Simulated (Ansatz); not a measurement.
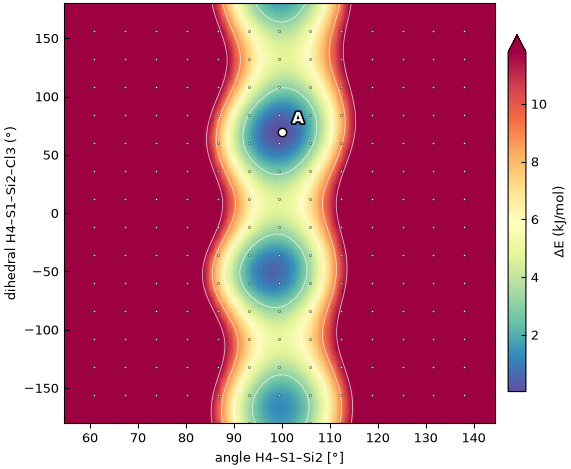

ClH4SSi, SMILES [SH2+][SiH2]Cl, charge +1. First axis: angle H4–S1–Si2. Second axis: dihedral H4–S1–Si2–Cl3. Nothing is relaxed (all other coordinates rigid). Grid: 15 × 15 points. Points are written as (first, second). All energies are given in kJ/mol relative to the relaxed molecule at the same level. Theory: RHF/def2-TZVP in Ansatz 0.2.0.

Drawn: a smooth colour map with a few white contour lines, dots at the grid points, one colour for all values above the top of the scale, the point A. Between grid points the surface is interpolated.

**What is the easiest way out of the well at A, and how high is the barrier?**

The easiest path leads from the well at about (100°, 70°) to the well at about (98°, −50°), about 0.47 kJ/mol higher (on a rigid scan; wells that are mirror images or exchange like atoms can differ by this much). Its highest point lies about 4.7 kJ/mol above the bottom of the first well on the interpolated surface, at about (99°, 5°). Seen from the upper well the barrier is about 4.2 kJ/mol. The start is the relaxed structure and all else is held, so a fully relaxed path at this level can only be lower.

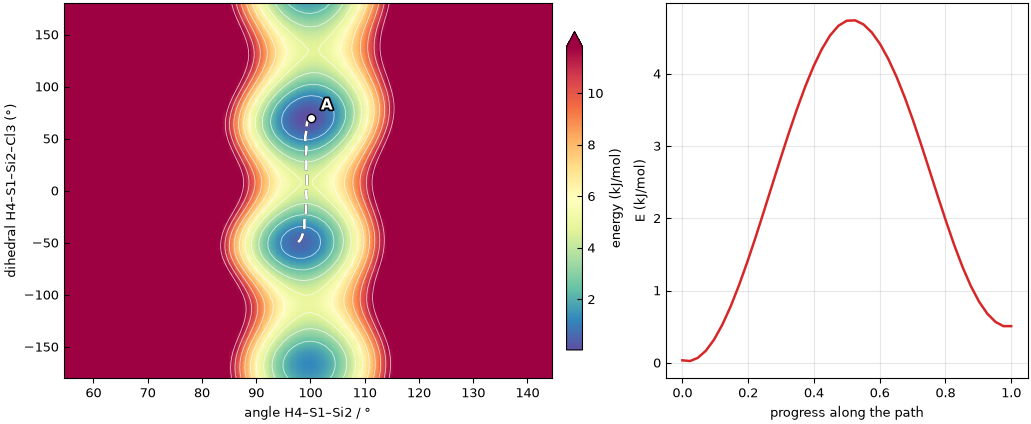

The picture shows a smooth colour map with a few white contour lines, a line along the lowest path, one colour for all values above the top of the scale, the energy along the path at the right. Between grid points the surface is interpolated.
